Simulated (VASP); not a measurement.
Band structure of Cu2O (cuprite). Computed with vdW-DF-cx, VASP's PBE PAW potentials (set 64) (plane waves; VASP).

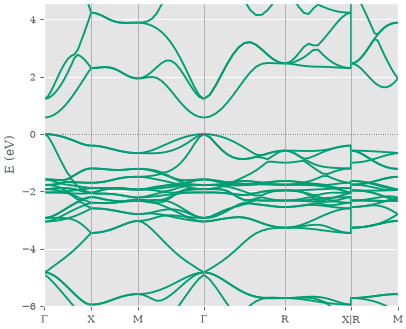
Figure: Bands along high-symmetry lines, zero at the valence-band maximum or, without a gap, the Fermi level

Problem. Read the plot: is there a gap, and where are the band edges?

Solution. The gap is direct, 0.58 eV, from the valence maximum at Γ to the conduction minimum at Γ. (Edges off the drawn lines would not show.)

Measured: gap 2.20 eV (computed value off by -1.62 eV), as given by Wei Chen et al., Physical Review Materials (2018), doi:10.1103/physrevmaterials.2.073803 [zero-point renormalisation of 0.03 eV added back (the table's ZPR column)].

The compound is Cu2O in the cuprite structure. It was relaxed first.
